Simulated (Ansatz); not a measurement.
# Equilibrium of CH3Br + SiH3I ⇌ SiH3(CH3) + IBr at process temperatures

Species: CH3Br (bromomethane) `CBr`, singlet; SiH3I `[SiH3]I`, singlet; SiH3(CH3) (methylsilane), singlet; IBr (iodine monobromide), singlet. The partners trade Br for SiH3: C–Br and I–SiH3 bonds give way to C–SiH3 and I–Br.

The electronic reaction energy at CCSD(T)/def2-TZVPP is +72.6 kJ/mol. Shapes: PBE0-D4/def2-TZVP. Programs: Ansatz 0.2.0. Enthalpy and entropy come from rigid-rotor, harmonic-oscillator sums on unscaled PBE0-D4/def2-TZVP wavenumbers, ideal gases at 1 bar. Symmetry numbers: CH3Br 3, SiH3I 3, SiH3(CH3) 3, IBr 1. R = 8.3145 J/(mol K).

```
T (K)  ΔH (kJ/mol)  ΔS (J/(mol K))
  500        +71.9            +0.1
  700            ?               ?
  900        +74.1            +3.4
```

Work out ln K at 500 and 900 K, and from these estimate it at 700 K.


1. 500 K: ΔG = +71.9 − 500 × (+0.1)/1000 = +71.9 kJ/mol; ln K = −ΔG/RT = -17.30.
2. 900 K: ΔG = +74.1 − 900 × (+3.4)/1000 = +71.0 kJ/mol; ln K = −ΔG/RT = -9.49.
3. Slope against 1000/T: (-9.49 − (-17.30))/(1.1111 − 2.0000) = -8.79, that is −ΔH/R with ΔH near +73 kJ/mol.
4. 700 K: ln K = -17.30 + (-8.79) × (1.4286 − 2.0000) = -12.28.

The full sums give ΔH = +73.0 kJ/mol, ΔS = +2.0 J/(mol K), ΔG = +71.6 kJ/mol and ln K = -12.30 at 700 K, so the line is off by +0.02 in ln K; without rounding the miss is +0.03, from the change of ΔH with temperature. The reactants are favoured over this whole range. An error of 10 kJ/mol in the energy moves ln K by 1.7 at 700 K. Soft modes are treated as harmonic, which can err either way at these temperatures; the lowest are those of SiH3(CH3) (198 cm⁻¹). For atoms past krypton def2 sets carry core potentials with scalar relativity. Relativity is left out for Br. Outer-core shells of Br, I are correlated, in sets that cover them unevenly.

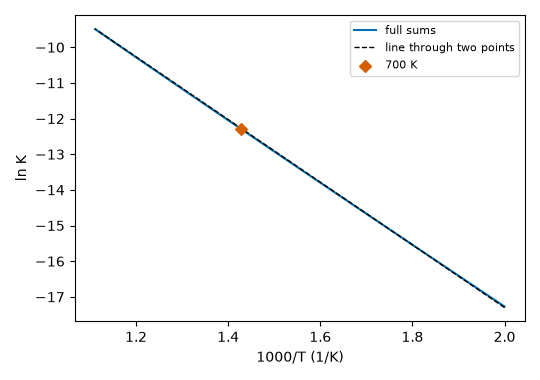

The van 't Hoff plot.
